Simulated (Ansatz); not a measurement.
# [NO3]− (nitrate) at PBE/STO-3G

What is the vertical ionisation energy of [NO3]− (nitrate) at PBE/STO-3G? 

The calculation is run with Ansatz 0.2.0.

9 further runs of the same task are left out: 7 that didn't finish, 2 set aside as unsound or not needed.

## Step 1: Starting point

The species is [NO3]− (4 atoms), meant as a singlet with charge -1. SMILES: `O=[N+]([O-])[O-]`. The shape is that of a GFN2-xTB optimisation.

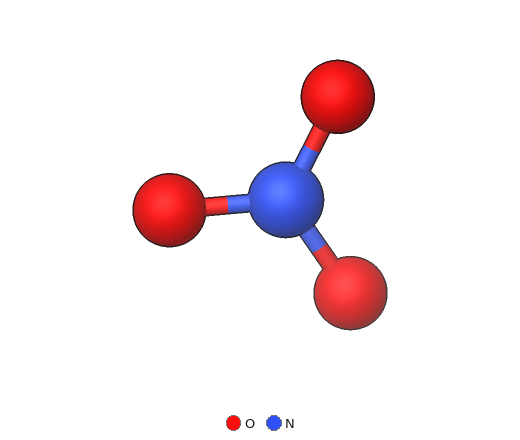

Viewed from a chosen angle; oxygen red, nitrogen blue.

## Step 2: A single-point energy at PBE/STO-3G

molecule.yaml reads:

```yaml
crystal:
  periodic: [false, false, false]
  atoms:
    - {symbol: O, position_ang: [0.295750, 0.520330, 1.080370]}
    - {symbol: N, position_ang: [-0.005970, -0.003400, 0.003140]}
    - {symbol: O, position_ang: [0.467940, -1.101740, -0.303400]}
    - {symbol: O, position_ang: [-0.757710, 0.584820, -0.780120]}
basis:
  gaussian:
    orbitals: STO-3G
total_charge: -1
hamiltonian:
  xc: pbe
accuracy: high
```

On the command line:

```
ansatz run molecule.yaml --threads 1 --pin off --max-ram 2610MiB --events-out events.jsonl --progress --plain --runs-dir runs
```

Log:

```text
Warning: RAYON_NUM_THREADS=1 ignored (pool sized by the plan → 1); use --threads N
Functional definition: PBE
  name "PBE"
  parameter kappa = 0.804
  parameter beta = 0.06672455060314922
  exchange = pbe_x(kappa = kappa, mu = beta*pi^2/3)
  correlation = pbe_c(beta = beta)
369 factors; integrals over basis functions are off by at most 3.0e-8 eV
mean field evaluation 1: about -7501.6168 eV, gradient 5.9e1 eV
mean field evaluation 2: about -7495.0875 eV, gradient 7.6e1 eV
mean field evaluation 4: about -7510.2339 eV, gradient 1.3e0 eV
mean field evaluation 8: about -7510.2002 eV, gradient 9.8e-2 eV
mean field evaluation 16: about -7510.2003 eV, gradient 2.2e-7 eV
mean field -7510.20025992 eV, -275.9947689556 hartree, gradient 2.1e-8 eV, S^2 0.000000; 0 other end points of the search recorded, 0 dependent functions left out
reference -7510.20026073 eV, -275.9947689853 hartree; 16, 16 occupied and 4, 4 virtual orbitals, 369 factors
Total energy: -7510.20026073 eV, -275.9947689853 hartree
```

Run time: 1 s. Hardware: 1 thread of Arm Neoverse V1, shared host.

## Step 3: Doublet neutral NO3, same level

job.yaml reads:

```yaml
crystal:
  periodic: [false, false, false]
  atoms:
    - symbol: O
      position_ang: [0.295750, 0.520330, 1.080370]
    - symbol: N
      position_ang: [-0.005970, -0.003400, 0.003140]
    - symbol: O
      position_ang: [0.467940, -1.101740, -0.303400]
    - symbol: O
      position_ang: [-0.757710, 0.584820, -0.780120]
basis:
  gaussian:
    orbitals: STO-3G
magnetization:
  spin_polarized: true
  initial_magnetization: 1
hamiltonian:
  xc: pbe
accuracy: high
```

On the command line:

```
ansatz run job.yaml --threads 1 --pin off --max-ram 2610MiB --events-out events.jsonl --progress --plain --runs-dir runs
```

Log:

```text
Warning: RAYON_NUM_THREADS=1 ignored (pool sized by the plan → 1); use --threads N
Functional definition: PBE
  name "PBE"
  parameter kappa = 0.804
  parameter beta = 0.06672455060314922
  exchange = pbe_x(kappa = kappa, mu = beta*pi^2/3)
  correlation = pbe_c(beta = beta)
369 factors; integrals over basis functions are off by at most 3.0e-8 eV
mean field evaluation 1: about -7507.6387 eV, gradient 3.2e1 eV
mean field evaluation 2: about -7502.1880 eV, gradient 4.6e1 eV
mean field evaluation 4: about -7512.1945 eV, gradient 9.4e0 eV
mean field evaluation 8: about -7512.6664 eV, gradient 1.5e-1 eV
mean field evaluation 16: about -7512.6665 eV, gradient 5.1e-6 eV
mean field evaluation 32: about -7511.0191 eV, gradient 6.5e0 eV
mean field -7512.66653853 eV, -276.0854030227 hartree, gradient 7.6e-8 eV, S^2 0.750762; 4 other end points of the search recorded, 0 dependent functions left out
reference -7512.66653933 eV, -276.0854030519 hartree; 16, 15 occupied and 4, 5 virtual orbitals, 369 factors
Total energy: -7512.66653933 eV, -276.0854030519 hartree
```

Wall time 2.2 s (1 thread of Arm Neoverse V1, shared host); peak memory 0.12 GiB.

## Step 4: Results

At PBE/STO-3G:

| quantity | value |
| --- | --- |
| singlet [NO3]−: total energy | -275.99477 Eh |
| doublet neutral NO3: total energy | -276.08540 Eh |
| doublet neutral NO3: ⟨S²⟩ | 0.751 |
| vertical detachment energy (to the doublet neutral) | -2.466 eV |

**Reading.** The species is unbound against losing an electron at this level, by 2.47 eV (−238 kJ/mol); missing correlation or diffuse functions can give that sign where the real anion is bound. In a minimal basis such a difference can be off by several eV, whatever the method.
